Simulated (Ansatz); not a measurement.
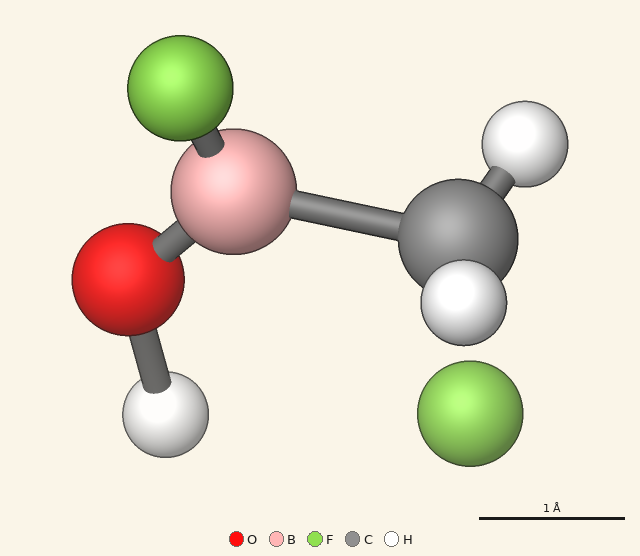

The picture shows the input geometry.

Input file:

```yaml
crystal:
  periodic: [false, false, false]
  atoms:
    - {symbol: O, position_ang: [-0.714989, 0.329328, 1.200293]}
    - {symbol: B, position_ang: [0.249047, -0.098169, 0.803843]}
    - {symbol: F, position_ang: [0.870336, -0.534159, 1.456651]}
    - {symbol: C, position_ang: [0.640964, -0.414172, -0.729557]}
    - {symbol: F, position_ang: [-0.677969, 0.550651, -1.350736]}
    - {symbol: H, position_ang: [-1.617962, 0.907126, 0.551627]}
    - {symbol: H, position_ang: [1.336955, 0.066697, -0.911417]}
    - {symbol: H, position_ang: [0.376963, -1.007509, -0.911457]}
basis:
  gaussian: {orbitals: def2-SVPD}
total_charge: 1
magnetization: {spin_polarized: true, initial_magnetization: 1}
hamiltonian: {xc: {name: SPW92}}
scf: {lower_state_search: light}
```

Command:

```sh
ansatz run in.yaml --threads 2 --pin off --events-out ev --progress --plain --max-ram 4352MiB
```

What the program printed:

```
Functional definition: SPW92
  name "SPW92"
  cite "Dirac, Proc. Camb. Phil. Soc. 26, 376 (1930) doi:10.1017/S0305004100016108"
  cite "Slater, Phys. Rev. 81, 385 (1951) doi:10.1103/PhysRev.81.385"
  cite "Perdew & Wang, Phys. Rev. B 45, 13244 (1992) doi:10.1103/PhysRevB.45.13244"
  exchange = slater_x
  correlation = pw_c
1075 factors; their error is unknown
mean field evaluation 1: about -9115.3840 eV, gradient 8.2e1 eV
mean field evaluation 2: about -8972.6493 eV, gradient 1.9e2 eV
mean field evaluation 4: about -9120.9486 eV, gradient 7.3e1 eV
mean field evaluation 8: about -9143.1640 eV, gradient 1.9e0 eV
mean field evaluation 16: about -9143.1348 eV, gradient 2.6e-2 eV
mean field evaluation 32: about -9142.8740 eV, gradient 3.5e0 eV
mean field -9143.13477321 eV, -336.0040054760 hartree, gradient 1.4e-5 eV, S^2 0.750927; 5 other end points of the search recorded, 0 dependent functions left out
reference -9143.13482680 eV, -336.0040074454 hartree; 20, 19 occupied and 113, 114 virtual orbitals, 1075 factors
Total energy: -9143.13482680 eV, -336.0040074454 hartree
```

The run converged.
